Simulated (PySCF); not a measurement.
**Run report: LiSiNH5, frequency calculation**

System: LiSiNH5, multiplicity 2.
Method: PBE0-D3(BJ)/def2-SVPD harmonic vibrations by differences of gradients, gas phase (PySCF 2.14.0).

The geometry comes from this level: PBE0-D3(BJ)/def2-SVPD.

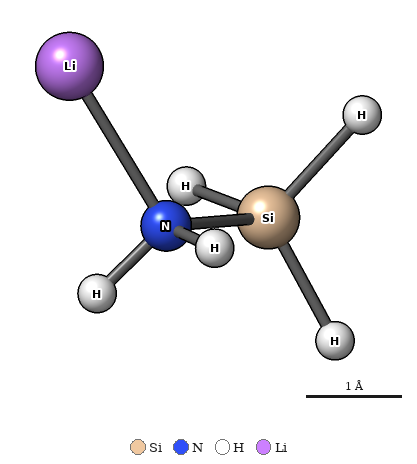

**Figure 1.** The structure (ball-and-stick view, seen at a tilt). Sticks mark near contacts. Bond lengths as drawn: H–N 1.02 Å, H–Si 1.49 Å, Li–N 2.02 Å and N–Si 1.79 Å.

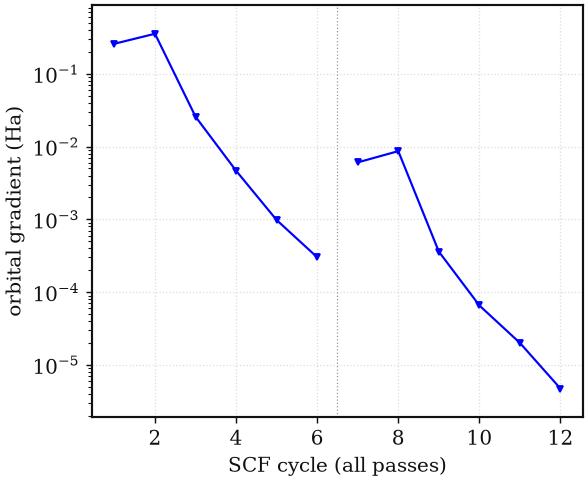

**Figure 2.** Convergence of the self-consistent field: orbital gradient against the SCF cycle. The dotted line marks the change from a coarse to the final integration grid. The first 6 cycles use a coarse grid, the final grid takes over at cycle 7, and the field converges after 12 cycles in all.

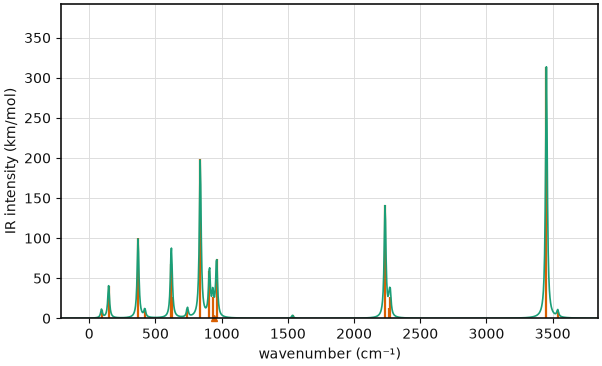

**Figure 3.** Harmonic infrared spectrum, unscaled: sticks (degenerate modes added up, dark ones marked on the axis) with a Lorentzian envelope of 16 cm⁻¹ full width, scaled to the tallest stick. 18 modes from 93 to 3538 cm⁻¹, none imaginary. The strongest line is at 3453 cm⁻¹ (314 km/mol).

The input and output of the run follow.

## The input
```
{"job": {"kind": "irdft", "xc": "PBE0", "basis": "def2-SVPD", "disp": "d3bj", "grid": 2}, "charge": 0, "multiplicity": 2, "parts": [{"atoms": "0-6", "charge": 0, "multiplicity": 1}, {"atoms": "7-7", "charge": 0, "multiplicity": 2}]}
Si    -0.232589    -0.531103    -0.184373
N      0.697776     0.815162     0.549063
H     -1.336598    -0.017748    -1.048432
H      0.726701    -1.327871    -0.995264
H     -0.790511    -1.334368     0.936604
H      0.111388     1.427751     1.121852
H      1.133058     1.416372    -0.155488
Li     2.223281     0.300662     1.767853
```

The first line tells a small driver script what to run in PySCF; the rest is the geometry in Å.

Launch command:
```bash
OMP_NUM_THREADS=1 python <driver script> task.json out
```

## What the program printed
```
coarse grid: 6864 points
cycle   1  E = -354.3650324974  dE = -8.298e-02  |g| = 2.582e-01  |ddm| = 1.962e+00
cycle   2  E = -354.3393545383  dE =  2.568e-02  |g| = 3.540e-01  |ddm| = 7.461e-01
cycle   3  E = -354.3960331990  dE = -5.668e-02  |g| = 2.570e-02  |ddm| = 3.335e-01
cycle   4  E = -354.3964193096  dE = -3.861e-04  |g| = 4.654e-03  |ddm| = 8.684e-02
cycle   5  E = -354.3964402384  dE = -2.093e-05  |g| = 9.789e-04  |ddm| = 3.199e-02
cycle   6  E = -354.3964418292  dE = -1.591e-06  |g| = 3.017e-04  |ddm| = 1.176e-02
final grid: 60632 points
cycle   7  E = -354.4280056295  dE = -4.401e-05  |g| = 6.059e-03  |ddm| = 8.501e-02
cycle   8  E = -354.4279890190  dE =  1.661e-05  |g| = 8.650e-03  |ddm| = 1.884e-02
cycle   9  E = -354.4280220803  dE = -3.306e-05  |g| = 3.606e-04  |ddm| = 8.118e-03
cycle  10  E = -354.4280221508  dE = -7.051e-08  |g| = 6.565e-05  |ddm| = 2.096e-03
cycle  11  E = -354.4280221560  dE = -5.215e-09  |g| = 2.008e-05  |ddm| = 1.503e-03
cycle  12  E = -354.4280221566  dE = -6.119e-10  |g| = 4.738e-06  |ddm| = 4.351e-04
converged SCF energy = -354.4280221566

mode    cm-1     km/mol
  1      92.6     10.61
  2     146.3     40.27
  3     368.5     99.67
  4     419.7     10.12
  5     618.6     67.90
  6     623.8     26.72
  7     741.5     11.86
  8     838.3    198.24
  9     907.7     59.38
 10     933.6     26.86
 11     939.1      0.14
 12     961.9     73.53
 13    1535.5      3.85
 14    2234.2    141.29
 15    2265.0     13.06
 16    2273.1     26.46
 17    3452.9    313.65
 18    3538.0      8.34
```

## Summary

- outcome: converged
- total energy: −354.428022 hartree
- hardware: 1 CPU thread, shared host
- wall time: 5.1 min
- peak memory: 0.48 GiB
